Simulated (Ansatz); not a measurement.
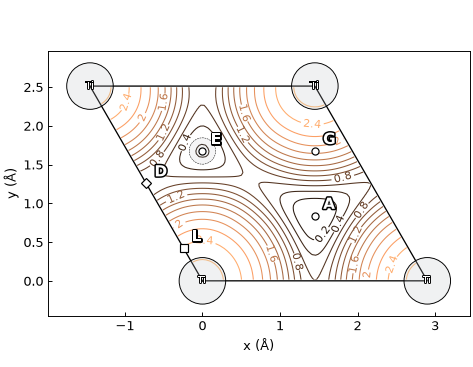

O on a Ti(001) slab cut from the P6_3/mmc phase, its upper half relaxed before the scan (4 atoms of substrate and one adsorbate in a 1 × 1 cell). 
- O is moved over the surface cell; relaxed at each place: the height of the adsorbate's atoms; substrate rigid; the origin of the map has the adsorbate above Ti4.
- Places are given modulo a cell vector. The map is drawn in real space over the plane of the surface.
- Grid: 6 × 6 points; 10 points were computed and 26 follow by symmetry.
- All energies are given in eV relative to the lowest grid point.
- With one adsorbate in each 1 × 1 cell, its nearest image is 2.9 Å away, so neighbouring adsorbates interact. The runs have no spin polarisation; a magnetic state may lie lower.
- Level of theory: DFT PBEsol, scalar-relativistic, plane waves, PAW in Ansatz 0.2.0. Settings: cutoff 420 eV, k-mesh 9×9×1, gaussian smearing 0.1 eV, no spin polarisation.

Drawn: contour lines labelled in eV, labelled circles for the atoms of the top layer and small ones for the second layer, the outline of one cell of the plane, lettered points. Between grid points the surface is interpolated.

> Is L the lowest point of the computed grid?

No. L lies 2.42 eV above the lowest grid point, which is at a threefold hollow, (4/6, 2/6) of the cell vectors.

> Rank the lettered points by energy, lowest first.

A (0.00 eV), E (0.18 eV), D (0.60 eV), G (1.87 eV), L (2.42 eV).

PAW datasets: the set soft_1.
